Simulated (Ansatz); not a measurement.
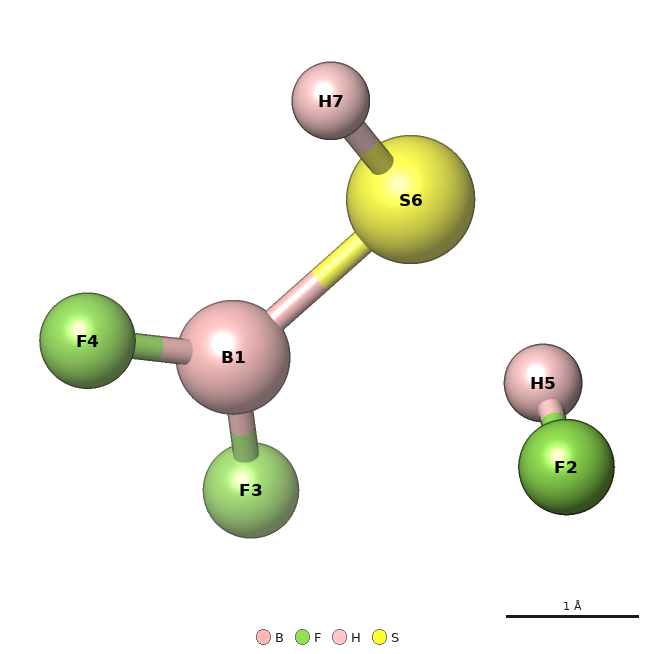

Orthographic view. Depth is shown by fading: the farther an atom, the more it takes the colour of the background. Computed geometry: PBE0-D4/def2-TZVP optimisation.

Give the distance matrix in Å.

| atom | B1 | F2 | F3 | F4 | H5 | S6 | H7 |
| --- | --- | --- | --- | --- | --- | --- | --- |
| B1 | 0.00 |  |  |  |  |  |  |
| F2 | 3.52 | 0.00 |  |  |  |  |  |
| F3 | 1.31 | 3.94 | 0.00 |  |  |  |  |
| F4 | 1.31 | 4.10 | 2.27 | 0.00 |  |  |  |
| H5 | 2.88 | 0.93 | 3.42 | 3.62 | 0.00 |  |  |
| S6 | 1.82 | 3.20 | 2.70 | 2.75 | 2.29 | 0.00 |  |
| H7 | 2.35 | 3.54 | 3.57 | 2.63 | 2.75 | 1.34 | 0.00 |
